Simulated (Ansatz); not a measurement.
# CH3FGeO: geometry optimisation

The task: find the minimum of CH3FGeO nearest to the start.

Computed with Ansatz 0.2.0. Level: RKS PBE-D4/def2-SVP.

1 further run of the same task is left out (set aside as unsound or not needed).

**1. Starting geometry**

SMILES `C[O][Ge][F]`, 7 atoms, charge 0, spin multiplicity 1.

Atoms are counted from 1 here; the program's logs count them from 0.

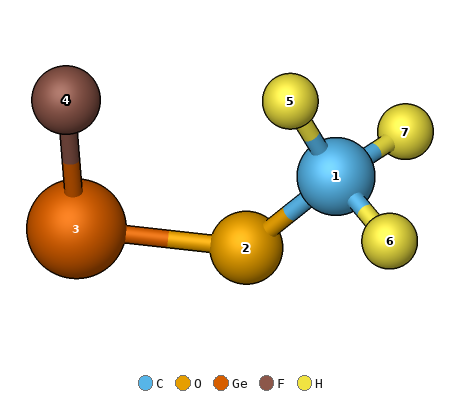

Start geometry, drawn with carbon blue, oxygen amber, germanium orange, fluorine brown, hydrogen yellow; atoms are numbered from 1 in the order of the file.

Coordinates:

```
C    -0.5018    0.4927    0.3872
O     0.4094    0.6505   -0.6909
Ge    1.4592   -0.6208   -1.4093
F     0.9580   -1.9947   -0.3767
H    -0.5392   -0.5536    0.7592
H    -0.2048    1.1602    1.2251
H    -1.5194    0.7975    0.0596
```

**2. Relaxation**

The input, input.yaml:

```yaml
crystal:
  periodic: [false, false, false]
  atoms:
    - { symbol: C, position_ang: [-0.501785, 0.492738, 0.387247] }
    - { symbol: O, position_ang: [0.409372, 0.650493, -0.690851] }
    - { symbol: Ge, position_ang: [1.459193, -0.620781, -1.409311] }
    - { symbol: F, position_ang: [0.957983, -1.994651, -0.376669] }
    - { symbol: H, position_ang: [-0.539196, -0.553602, 0.759244] }
    - { symbol: H, position_ang: [-0.204791, 1.160172, 1.225119] }
    - { symbol: H, position_ang: [-1.519376, 0.797532, 0.059621] }
basis:
  gaussian: { orbitals: def2-SVP }
hamiltonian:
  xc: pbe
  dispersion: d4
output:
  forces: true
relax:
  f_tol: 0.003
  max_steps: 120
```

On the command line:

```bash
ansatz run input.yaml --threads 1 --pin off --max-ram 2560MiB --backend cpu --events-out ev --progress --plain --runs-dir out
```

**Question.** What will these runs give? Wanted: energy gained; root mean square move; dipole moment.

As calculated:

| quantity | value |
| --- | --- |
| energy gained | 0.0002 eV |
| root mean square move | 0.013 Å |
| dipole moment | 0.64 D |

What this shows: Bond lengths: C1–O2 1.421 Å, C1–H5 1.111 Å, C1–H6 1.112 Å, C1–H7 1.112 Å, O2–Ge3 1.799 Å, Ge3–F4 1.791 Å. Angles: O2–C1–H5 112.2°, O2–C1–H6 109.5°, O2–C1–H7 109.5°, H5–C1–H6 109.0°, H5–C1–H7 109.0°, H6–C1–H7 107.7°, C1–O2–Ge3 127.0°, O2–Ge3–F4 98.6°. No frequencies were computed here.
